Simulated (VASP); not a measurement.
**N: molecular dynamics (part 7 of 8)**

Continued. System: N (disordered cell, 24 atoms in the cell). Method: Kohn-Sham DFT of a periodic cell, LDA, VASP PAW LDA potentials, recommended, no spin polarisation (VASP 6.6.1); cutoff 520 eV, 1×1×1 k-mesh, fermi-dirac of 0.05 eV. It belongs to a series of runs on one base structure; here: dynamics from the start.

Geometry of the input (Å; fractional positions):
```
8.8621  0.0000  0.0000
0.0000  8.8621  0.0000
0.0000  0.0000  8.8621
N  0.9565  0.6674  0.2471
N  0.8482  0.6931  0.1942
N  0.8729  0.6307  0.7834
N  0.9554  0.7161  0.7495
N  0.1678  0.8481  0.4867
N  0.2862  0.8295  0.5161
N  0.8426  0.3065  0.6028
N  0.8697  0.3855  0.5120
N  0.0815  0.2771  0.9427
N  0.0938  0.3499  0.8439
N  0.7609  0.0862  0.9533
N  0.8221  0.0395  0.8570
N  0.6290  0.6723  0.4982
N  0.5804  0.5673  0.4554
N  0.5672  0.7876  0.8293
N  0.4541  0.7402  0.8154
N  0.5298  0.9001  0.2445
N  0.4982  0.9444  0.1337
N  0.1287  0.8891  0.9867
N  0.2080  0.9568  0.9209
N  0.4552  0.3610  0.8729
N  0.5303  0.3974  0.7821
N  0.5360  0.0763  0.6270
N  0.5523  0.1147  0.5108
```

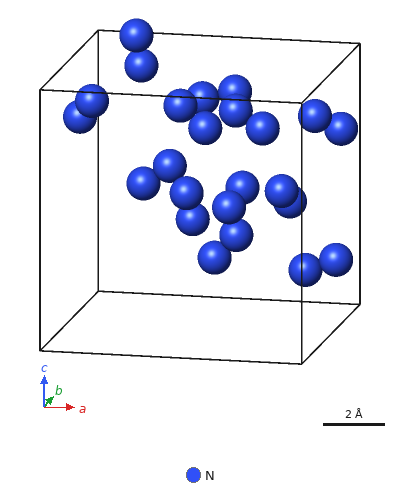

Figure 1. The geometry at step 30 of the log (spheres-only view of the cell of the calculation, seen slightly off an axis).

### Trajectory as extended XYZ, continued
```
24
Lattice="8.8621 0.0000 0.0000 0.0000 8.8621 0.0000 0.0000 0.0000 8.8621" Properties=species:S:1:pos:R:3:forces:R:3 step=24 energy=-210.57611 temperature=993.6
N     8.6038    6.1930    2.1334   -0.8181   0.0176  -0.3317
N     7.5739    6.2664    1.7285    0.7934  -0.0296   0.3204
N     7.9772    5.7037    7.0557    0.9371   0.8657  -0.6810
N     8.7145    6.3579    6.5383   -0.9922  -0.8569   0.6605
N     1.7527    7.5697    4.1037   -2.5728   0.2140  -1.5074
N     2.6767    7.4999    4.6683    2.5359  -0.1978   1.4853
N     7.5478    2.7596    5.2175   -0.1321  -0.7089   0.4866
N     7.6642    3.6479    4.5833    0.1357   0.6654  -0.4940
N     1.1091    2.3918    8.0742    0.8917  -1.5562   1.7937
N     0.7107    3.0654    7.3191   -0.8998   1.5919  -1.7648
N     6.5072    0.6791    8.3820    2.7227  -0.5983  -1.9689
N     7.4090    0.4769    7.7357   -2.7218   0.6203   1.9588
N     5.5445    6.0810    4.4149   -0.2154  -0.7424  -0.2425
N     5.2426    5.0983    3.9994    0.1923   0.7266   0.3175
N     5.0353    7.0649    7.4483    1.1608   0.2441   0.2657
N     3.9937    6.8397    7.1939   -1.1139  -0.3408  -0.2291
N     4.8723    7.9332    2.3365   -0.0763   0.0609  -0.1697
N     4.1984    8.0101    1.4653    0.0828  -0.0101   0.0787
N     1.3464    8.0295    0.0355   -0.2278  -0.2841   0.7610
N     1.6477    8.3936    7.9067    0.2324   0.2823  -0.7413
N     4.0059    3.3072    7.7586   -1.4797  -0.4349   1.4765
N     4.7682    3.5326    7.0131    1.5348   0.4458  -1.4961
N     4.7858    0.7183    5.4811    0.4634   1.4960  -3.5587
N     4.9170    1.1488    4.4427   -0.4337  -1.4719   3.5815
24
Lattice="8.8621 0.0000 0.0000 0.0000 8.8621 0.0000 0.0000 0.0000 8.8621" Properties=species:S:1:pos:R:3:forces:R:3 step=25 energy=-210.52718 temperature=1008.5
N     8.6093    6.2038    2.1299   -1.6237   0.0643  -0.6551
N     7.5744    6.2709    1.7197    1.5989  -0.0760   0.6426
N     7.9871    5.7103    7.0582    1.0212   0.9212  -0.7379
N     8.7303    6.3563    6.5370   -1.0784  -0.9163   0.7164
N     1.7662    7.5684    4.0960   -3.3466   0.2453  -2.0374
N     2.6789    7.5072    4.6699    3.3066  -0.2295   2.0164
N     7.5486    2.7616    5.2100   -0.1526  -0.9033   0.6097
N     7.6601    3.6565    4.5867    0.1586   0.8579  -0.6168
N     1.1296    2.3923    8.0607    0.9857  -1.6049   1.8359
N     0.7068    3.0610    7.3154   -0.9948   1.6400  -1.8066
N     6.5045    0.6749    8.3737    1.5270  -0.3002  -1.0692
N     7.4108    0.4892    7.7492   -1.5286   0.3209   1.0593
N     5.5369    6.0851    4.4164   -0.3377  -1.1828  -0.4329
N     5.2449    5.0980    3.9953    0.3133   1.1676   0.5084
N     5.0272    7.0653    7.4456    3.5775   0.7538   0.8373
N     3.9976    6.8472    7.1996   -3.5288  -0.8475  -0.7983
N     4.8689    7.9353    2.3365    1.5661  -0.0965   1.8903
N     4.1919    8.0001    1.4876   -1.5571   0.1479  -1.9888
N     1.3652    8.0425    0.0374   -0.5704  -0.7460   2.1435
N     1.6308    8.3869    7.9014    0.5753   0.7447  -2.1221
N     4.0049    3.3110    7.7588   -0.8095  -0.2262   0.8148
N     4.7774    3.5305    7.0135    0.8676   0.2387  -0.8349
N     4.7880    0.7189    5.4747    0.3852   1.2672  -2.9620
N     4.9167    1.1524    4.4429   -0.3538  -1.2410   2.9861
24
Lattice="8.8621 0.0000 0.0000 0.0000 8.8621 0.0000 0.0000 0.0000 8.8621" Properties=species:S:1:pos:R:3:forces:R:3 step=26 energy=-210.46603 temperature=967.8
N     8.6148    6.2179    2.1267   -2.0778   0.0750  -0.8440
N     7.5772    6.2767    1.7123    2.0516  -0.0883   0.8290
N     7.9982    5.7161    7.0609    0.8087   0.7247  -0.5909
N     8.7437    6.3519    6.5353   -0.8686  -0.7201   0.5689
N     1.7778    7.5675    4.0873   -3.1319   0.2078  -1.9541
N     2.6848    7.5137    4.6732    3.0899  -0.1917   1.9342
N     7.5526    2.7632    5.2038   -0.1320  -0.7808   0.5102
N     7.6557    3.6664    4.5894    0.1404   0.7335  -0.5188
N     1.1505    2.3922    8.0480    0.7546  -1.1647   1.3313
N     0.7015    3.0599    7.3111   -0.7639   1.1981  -1.2999
N     6.5014    0.6720    8.3646    0.1110  -0.0077  -0.0890
N     7.4114    0.5011    7.7631   -0.1144   0.0266   0.0791
N     5.5294    6.0871    4.4185   -0.4037  -1.4539  -0.5572
N     5.2481    5.0970    3.9914    0.3746   1.4418   0.6311
N     5.0216    7.0671    7.4436    5.1487   1.0642   1.1932
N     3.9986    6.8551    7.2031   -5.0970  -1.1582  -1.1505
N     4.8653    7.9390    2.3369    3.3376  -0.2046   3.9861
N     4.1851    7.9914    1.5090   -3.3209   0.2545  -4.0893
N     1.3850    8.0560    0.0414   -0.6315  -0.8852   2.7228
N     1.6169    8.3809    7.8941    0.6327   0.8843  -2.6987
N     4.0037    3.3147    7.7616    0.2766   0.0819  -0.2263
N     4.7869    3.5292    7.0116   -0.2152  -0.0679   0.2072
N     4.7900    0.7192    5.4656    0.2273   0.7528  -1.7060
N     4.9151    1.1544    4.4454   -0.1941  -0.7237   1.7330
24
Lattice="8.8621 0.0000 0.0000 0.0000 8.8621 0.0000 0.0000 0.0000 8.8621" Properties=species:S:1:pos:R:3:forces:R:3 step=27 energy=-210.44961 temperature=944.1
N     8.6211    6.2326    2.1204   -2.4356   0.0756  -0.9812
N     7.5795    6.2837    1.7072    2.4069  -0.0893   0.9648
N     8.0084    5.7221    7.0615    0.4172   0.3852  -0.3147
N     8.7549    6.3486    6.5348   -0.4773  -0.3825   0.2894
N     1.7880    7.5656    4.0779   -2.3808   0.1407  -1.5087
N     2.6921    7.5208    4.6781    2.3337  -0.1244   1.4882
N     7.5574    2.7648    5.1969   -0.0995  -0.5254   0.3240
N     7.6495    3.6787    4.5930    0.1098   0.4747  -0.3341
N     1.1699    2.3921    8.0361    0.2823  -0.4353   0.5212
N     0.6944    3.0595    7.3049   -0.2904   0.4685  -0.4884
N     6.4966    0.6713    8.3551   -1.0037   0.1863   0.6219
N     7.4120    0.5139    7.7739    0.9972  -0.1683  -0.6315
N     5.5209    6.0900    4.4221   -0.4342  -1.6293  -0.6479
N     5.2514    5.0985    3.9868    0.4024   1.6194   0.7189
N     5.0201    7.0683    7.4427    5.0732   1.0136   1.1654
N     3.9948    6.8631    7.2039   -5.0184  -1.1081  -1.1186
N     4.8639    7.9433    2.3393    4.3070  -0.1939   5.0258
N     4.1772    7.9823    1.5254   -4.2857   0.2423  -5.1325
N     1.4027    8.0683    0.0467   -0.4625  -0.7008   2.2951
N     1.6044    8.3769    7.8849    0.4619   0.7014  -2.2667
N     4.0040    3.3195    7.7644    1.0970   0.2968  -1.0065
N     4.7945    3.5281    7.0087   -1.0327  -0.2815   0.9868
N     4.7938    0.7202    5.4569    0.0464   0.1216  -0.2183
N     4.9145    1.1569    4.4491   -0.0113  -0.0894   0.2477
24
Lattice="8.8621 0.0000 0.0000 0.0000 8.8621 0.0000 0.0000 0.0000 8.8621" Properties=species:S:1:pos:R:3:forces:R:3 step=28 energy=-210.48733 temperature=961.3
N     8.6236    6.2493    2.1138   -2.2863   0.0477  -0.9196
N     7.5822    6.2913    1.7023    2.2568  -0.0618   0.9019
N     8.0181    5.7266    7.0636    0.0361   0.0667  -0.0451
N     8.7658    6.3439    6.5357   -0.0986  -0.0649   0.0191
N     1.7974    7.5658    4.0679   -1.2836   0.0757  -0.8005
N     2.7007    7.5289    4.6837    1.2311  -0.0596   0.7809
N     7.5615    2.7663    5.1899   -0.0753  -0.2812   0.1539
N     7.6443    3.6919    4.5991    0.0870   0.2270  -0.1667
N     1.1892    2.3928    8.0233   -0.2303   0.2705  -0.2520
N     0.6874    3.0594    7.2975    0.2227  -0.2378   0.2862
N     6.4919    0.6707    8.3477   -1.7731   0.2915   1.0716
N     7.4135    0.5271    7.7833    1.7646  -0.2732  -1.0813
N     5.5131    6.0920    4.4242   -0.4181  -1.6226  -0.6559
N     5.2536    5.1007    3.9825    0.3826   1.6137   0.7266
N     5.0216    7.0700    7.4432    4.3043   0.8346   0.9743
N     3.9905    6.8698    7.2061   -4.2459  -0.9290  -0.9244
N     4.8659    7.9453    2.3458    4.0450  -0.1109   4.5778
N     4.1661    7.9732    1.5394   -4.0192   0.1586  -4.6902
N     1.4204    8.0803    0.0533   -0.2346  -0.3802   1.3141
N     1.5922    8.3735    7.8749    0.2291   0.3829  -1.2820
N     4.0058    3.3250    7.7658    1.5893   0.4129  -1.4718
N     4.8012    3.5271    7.0061   -1.5222  -0.3965   1.4521
N     4.7976    0.7225    5.4462   -0.1774  -0.7200   1.7146
N     4.9137    1.1575    4.4517    0.2156   0.7556  -1.6831
24
Lattice="8.8621 0.0000 0.0000 0.0000 8.8621 0.0000 0.0000 0.0000 8.8621" Properties=species:S:1:pos:R:3:forces:R:3 step=30 energy=-210.55474 temperature=1001.9
N     8.6296    6.2802    2.0950   -1.6483  -0.0097  -0.6524
N     7.5885    6.3027    1.6950    1.6174  -0.0049   0.6323
N     8.0342    5.7377    7.0726   -0.5223  -0.3761   0.3532
N     8.7889    6.3328    6.5401    0.4582   0.3738  -0.3812
N     1.8181    7.5681    4.0463    0.6396   0.0042   0.5426
N     2.7159    7.5414    4.6968   -0.7010   0.0122  -0.5608
N     7.5693    2.7710    5.1783    0.0155   1.0264  -0.6411
N     7.6363    3.7239    4.6102    0.0003  -1.0885   0.6244
N     1.2259    2.3971    7.9977   -0.8181   0.9416  -0.9874
N     0.6751    3.0527    7.2852    0.8144  -0.9110   1.0270
N     6.4800    0.6729    8.3308   -2.4553   0.3373   1.3709
N     7.4201    0.5503    7.8014    2.4433  -0.3189  -1.3803
N     5.4985    6.0971    4.4274   -0.3577  -1.5315  -0.6334
N     5.2642    5.1058    3.9736    0.3139   1.5240   0.7038
N     5.0307    7.0731    7.4446    0.3149   0.0565   0.0569
N     3.9726    6.8789    7.2091   -0.2533  -0.1540  -0.0010
N     4.8774    7.9492    2.3655    1.0888   0.0440   1.0962
N     4.1405    7.9557    1.5580   -1.0487   0.0068  -1.2212
N     1.4601    8.1022    0.0684    0.1056   0.3341  -1.3832
N     1.5682    8.3695    7.8552   -0.1205  -0.3257   1.4223
N     4.0142    3.3381    7.7654    1.6308   0.3982  -1.5081
N     4.8110    3.5260    7.0031   -1.5606  -0.3793   1.4895
N     4.8044    0.7283    5.4317   -0.4869  -1.9942   4.5800
N     4.9138    1.1610    4.4548    0.5290   2.0356  -4.5480
24
Lattice="8.8621 0.0000 0.0000 0.0000 8.8621 0.0000 0.0000 0.0000 8.8621" Properties=species:S:1:pos:R:3:forces:R:3 step=31 energy=-210.52237 temperature=1013.7
N     8.6315    6.2946    2.0846   -0.9321  -0.0346  -0.3718
N     7.5929    6.3066    1.6931    0.9007   0.0202   0.3511
N     8.0387    5.7423    7.0777   -0.2564  -0.1633   0.1676
N     8.8007    6.3289    6.5409    0.1921   0.1574  -0.1961
N     1.8300    7.5692    4.0350    1.0173  -0.0028   0.8438
N     2.7201    7.5467    4.7017   -1.0840   0.0184  -0.8602
N     7.5725    2.7749    5.1711    0.0388   1.6315  -0.9712
N     7.6312    3.7413    4.6154   -0.0195  -1.6978   0.9503
N     1.2411    2.4000    7.9831   -1.0880   1.1954  -1.2771
N     0.6678    3.0469    7.2751    1.0870  -1.1654   1.3208
N     6.4701    0.6739    8.3237   -1.6801   0.2190   0.8935
N     7.4259    0.5600    7.8094    1.6669  -0.1989  -0.9042
N     5.4889    6.0985    4.4275   -0.1963  -0.9122  -0.3546
N     5.2717    5.1111    3.9689    0.1474   0.9045   0.4241
N     5.0351    7.0746    7.4444   -1.2055  -0.2182  -0.2733
N     3.9647    6.8828    7.2123    1.2697   0.1190   0.3306
N     4.8838    7.9523    2.3762   -0.6973   0.0492  -0.8531
N     4.1272    7.9468    1.5636    0.7463   0.0022   0.7227
N     1.4812    8.1139    0.0765    0.1534   0.6440  -2.8380
N     1.5572    8.3656    7.8454   -0.1747  -0.6306   2.8800
N     4.0192    3.3485    7.7657    1.2935   0.2995  -1.1858
N     4.8144    3.5226    7.0035   -1.2221  -0.2793   1.1673
N     4.8090    0.7295    5.4262   -0.5203  -2.2483   5.1287
N     4.9129    1.1632    4.4526    0.5639   2.2915  -5.0945
24
Lattice="8.8621 0.0000 0.0000 0.0000 8.8621 0.0000 0.0000 0.0000 8.8621" Properties=species:S:1:pos:R:3:forces:R:3 step=32 energy=-210.47689 temperature=1013.1
N     8.6336    6.3074    2.0732   -0.1306  -0.0446  -0.0698
N     7.5971    6.3110    1.6923    0.0985   0.0298   0.0481
N     8.0435    5.7467    7.0858    0.1891   0.1759  -0.1459
N     8.8131    6.3249    6.5421   -0.2551  -0.1848   0.1146
N     1.8450    7.5697    4.0273    0.7492   0.0080   0.6644
N     2.7218    7.5527    4.7080   -0.8207   0.0070  -0.6807
N     7.5753    2.7798    5.1640    0.0446   2.1343  -1.2212
N     7.6246    3.7585    4.6207   -0.0185  -2.2076   1.1990
N     1.2568    2.4039    7.9664   -1.2053   1.2619  -1.3614
N     0.6628    3.0418    7.2654    1.2069  -1.2349   1.4077
N     6.4577    0.6742    8.3204   -0.3260   0.0536   0.1585
N     7.4310    0.5697    7.8166    0.3107  -0.0330  -0.1700
N     5.4792    6.0983    4.4270   -0.0290  -0.1520  -0.0032
N     5.2806    5.1145    3.9661   -0.0300   0.1485   0.0696
N     5.0385    7.0767    7.4445   -2.6851  -0.4805  -0.5821
N     3.9561    6.8846    7.2144    2.7510   0.3779   0.6413
N     4.8899    7.9559    2.3842   -1.9817   0.0116  -2.1924
N     4.1149    7.9392    1.5704    2.0410   0.0390   2.0586
N     1.5017    8.1265    0.0821    0.0900   0.7841  -3.7465
N     1.5446    8.3606    7.8378   -0.1176  -0.7641   3.7910
N     4.0289    3.3576    7.7673    0.8163   0.1862  -0.7364
N     4.8183    3.5195    7.0032   -0.7452  -0.1650   0.7168
N     4.8119    0.7264    5.4242   -0.4325  -1.9284   4.3738
N     4.9144    1.1655    4.4482    0.4765   1.9747  -4.3341
24
Lattice="8.8621 0.0000 0.0000 0.0000 8.8621 0.0000 0.0000 0.0000 8.8621" Properties=species:S:1:pos:R:3:forces:R:3 step=33 energy=-210.43168 temperature=994.8
N     8.6346    6.3204    2.0607    1.0530  -0.0394   0.3527
N     7.6022    6.3157    1.6921   -1.0852   0.0257  -0.3755
N     8.0486    5.7522    7.0944    0.5634   0.4435  -0.4098
N     8.8255    6.3191    6.5420   -0.6285  -0.4552   0.3780
N     1.8622    7.5730    4.0190    0.0041   0.0219   0.0885
N     2.7214    7.5582    4.7117   -0.0805  -0.0083  -0.1036
N     7.5771    2.7882    5.1556    0.0303   2.2288  -1.2364
N     7.6195    3.7750    4.6249    0.0026  -2.3078   1.2155
N     1.2718    2.4091    7.9508   -1.1212   1.1150  -1.2126
N     0.6592    3.0357    7.2583    1.1264  -1.0889   1.2604
N     6.4469    0.6763    8.3177    1.0853  -0.0891  -0.5551
N     7.4362    0.5774    7.8207   -1.1004   0.1117   0.5436
N     5.4689    6.0948    4.4266    0.1920   1.0361   0.5588
N     5.2888    5.1181    3.9633   -0.2586  -1.0353  -0.4951
N     5.0410    7.0775    7.4443   -3.5951  -0.6275  -0.7592
N     3.9497    6.8885    7.2170    3.6634   0.5221   0.8205
N     4.8930    7.9602    2.3917   -2.8213  -0.0400  -3.0233
N     4.1038    7.9340    1.5787    2.8921   0.0888   2.8859
N     1.5227    8.1406    0.0845   -0.0399   0.7594  -3.9676
N     1.5308    8.3561    7.8339    0.0040  -0.7345   4.0130
N     4.0398    3.3676    7.7693    0.2643   0.0706  -0.2041
N     4.8219    3.5150    7.0024   -0.1924  -0.0485   0.1855
N     4.8158    0.7217    5.4261   -0.2790  -1.3169   2.9858
N     4.9166    1.1684    4.4442    0.3237   1.3663  -2.9440
24
Lattice="8.8621 0.0000 0.0000 0.0000 8.8621 0.0000 0.0000 0.0000 8.8621" Properties=species:S:1:pos:R:3:forces:R:3 step=34 energy=-210.36997 temperature=958.4
N     8.6380    6.3338    2.0483    2.1368  -0.0172   0.7175
N     7.6090    6.3211    1.6911   -2.1680   0.0039  -0.7389
N     8.0533    5.7590    7.1049    0.9068   0.6709  -0.6584
N     8.8372    6.3127    6.5423   -0.9726  -0.6870   0.6262
N     1.8785    7.5758    4.0115   -0.6682   0.0317  -0.4716
N     2.7207    7.5616    4.7161    0.5876  -0.0184   0.4574
N     7.5800    2.7971    5.1474    0.0127   2.3512  -1.2670
N     7.6143    3.7915    4.6288    0.0281  -2.4372   1.2449
N     1.2866    2.4152    7.9338   -0.7896   0.7325  -0.8013
N     0.6558    3.0277    7.2526    0.7964  -0.7087   0.8520
N     6.4342    0.6794    8.3151    2.2741  -0.1967  -1.1197
N     7.4381    0.5842    7.8251   -2.2897   0.2197   1.1078
N     5.4573    6.0927    4.4278    0.2828   1.7198   0.8900
N     5.2972    5.1194    3.9611   -0.3589  -1.7131  -0.8311
N     5.0415    7.0790    7.4440   -3.9524  -0.6821  -0.8252
N     3.9465    6.8916    7.2181    4.0216   0.5744   0.8908
N     4.8938    7.9638    2.3987   -3.1844  -0.0879  -3.3574
N     4.0961    7.9284    1.5883    3.2641   0.1356   3.2176
N     1.5397    8.1548    0.0868   -0.1618   0.7393  -4.2708
N     1.5178    8.3506    7.8302    0.1215  -0.7069   4.3169
N     4.0511    3.3768    7.7724   -0.2612  -0.0234   0.3155
N     4.8254    3.5135    7.0025    0.3326   0.0460  -0.3335
N     4.8207    0.7162    5.4305   -0.1082  -0.5899   1.3697
N     4.9176    1.1730    4.4412    0.1529   0.6410  -1.3294
24
Lattice="8.8621 0.0000 0.0000 0.0000 8.8621 0.0000 0.0000 0.0000 8.8621" Properties=species:S:1:pos:R:3:forces:R:3 step=35 energy=-210.37238 temperature=944.3
N     8.6438    6.3461    2.0368    2.5211   0.0024   0.8226
N     7.6138    6.3278    1.6902   -2.5537  -0.0147  -0.8451
N     8.0576    5.7659    7.1159    1.1103   0.7885  -0.8108
N     8.8470    6.3057    6.5436   -1.1770  -0.8086   0.7770
N     1.8947    7.5778    4.0061   -1.4851   0.0407  -1.1924
N     2.7208    7.5659    4.7193    1.3998  -0.0272   1.1801
N     7.5831    2.8067    5.1393   -0.0206   1.9172  -1.0127
N     7.6095    3.8046    4.6351    0.0671  -2.0085   0.9904
N     1.3020    2.4208    7.9151   -0.4606   0.3896  -0.4282
N     0.6528    3.0211    7.2473    0.4691  -0.3683   0.4801
N     6.4227    0.6835    8.3104    2.9367  -0.2475  -1.4019
N     7.4373    0.5915    7.8292   -2.9507   0.2714   1.3910
N     5.4480    6.0915    4.4282    0.3079   2.0871   1.0784
N     5.3036    5.1206    3.9571   -0.3932  -2.0777  -1.0217
N     5.0390    7.0803    7.4433   -3.6387  -0.6283  -0.7568
N     3.9464    6.8934    7.2190    3.7081   0.5197   0.8265
N     4.8915    7.9665    2.4036   -3.0971  -0.1115  -3.2320
N     4.0896    7.9238    1.5996    3.1865   0.1578   3.0882
N     1.5547    8.1701    0.0848   -0.2627   0.6008  -3.9214
N     1.5049    8.3439    7.8285    0.2182  -0.5625   3.9672
N     4.0617    3.3891    7.7780   -0.3118  -0.0245   0.3718
N     4.8310    3.5121    7.0016    0.3828   0.0486  -0.3897
N     4.8258    0.7118    5.4337    0.0568   0.2073  -0.3481
N     4.9178    1.1789    4.4353   -0.0117  -0.1520   0.3873
```
